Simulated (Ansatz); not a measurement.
**Ag, pressure series**

The parent structure is Ag in the fcc (Cu type) structure (space group Fm-3m, No. 225; a = 4.149 Å).

Cell and atoms are relaxed at each pressure.

Levels (all Ansatz, a program for electronic structure, PAW): PBE (420 eV, no spin-orbit coupling); PBEsol (420 eV, no spin-orbit coupling).

The base cell above is that of PBE; each level relaxes its own structures.

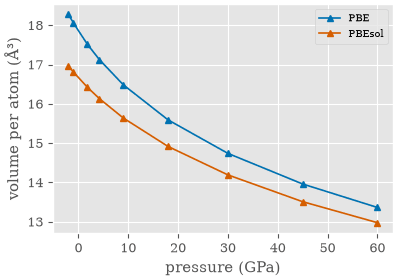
*Volume per atom under two levels*

Problem. How do the two levels compare along the series?

Solution. PBE lies above PBEsol in every row, by 0.39 Å³ to 1.32 Å³. They put the cases in the same order.

Load acts through the strain it causes; cell and atoms are relaxed under it. No phonon test of stability was made. Competing high-pressure phases were not computed.
